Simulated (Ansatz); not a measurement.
Input file:

```
crystal:
  periodic: [false, false, false]
  atoms:
    - {symbol: F, position_ang: [-0.413560, -2.238990, 1.290365]}
    - {symbol: In, position_ang: [0.655322, -1.333378, -0.058669]}
    - {symbol: F, position_ang: [2.460187, -0.794506, 0.426712]}
    - {symbol: F, position_ang: [0.309266, -1.758231, -1.924834]}
    - {symbol: P, position_ang: [-0.518423, 1.079690, 0.035615]}
    - {symbol: H, position_ang: [-1.575277, 1.253579, 0.947476]}
    - {symbol: H, position_ang: [-1.118016, 1.556155, -1.144267]}
    - {symbol: H, position_ang: [0.292599, 2.178679, 0.371902]}
basis:
  gaussian: {orbitals: def2-TZVPP}
hamiltonian: {xc: pbe0, dispersion: d4}
output: {orbitals: {seedname: orbitals}}
```

Command:

```sh
ansatz run in.yaml --threads 4 --pin off --events-out ev --progress --plain --max-ram 10444MiB
```

Geometry: PBE0-D4/def2-TZVP; core potentials replace the inner electrons of In.

These are results of RKS PBE0-D4/def2-TZVPP (Ansatz), not measurements.

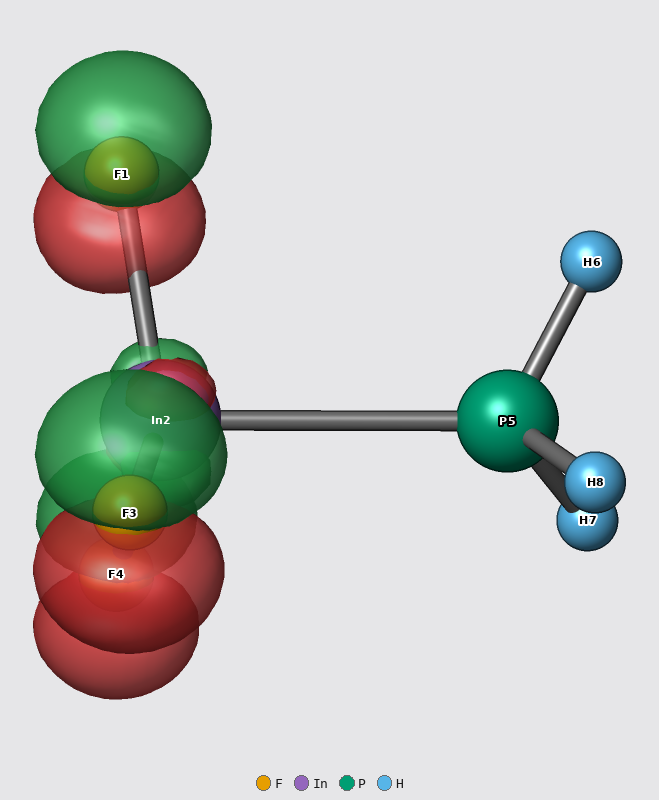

F₃H₃InP (SMILES [F][In-]([F])([F])[PH3+]). The HOMO−1 at ±0.15 Å⁻³ᐟ² (green and red are the two phases), seen across its widest extent.

Q: What is the character of this orbital?

A: It lies mainly on F3 (about 40 %), F1 (about 25 %), F4 (about 25 %) and In2 (about 10 %); largely a combination of lone pairs on F3, F1 and F4. It is one of a degenerate set, so its orientation is arbitrary. Its energy is −10.06 eV.
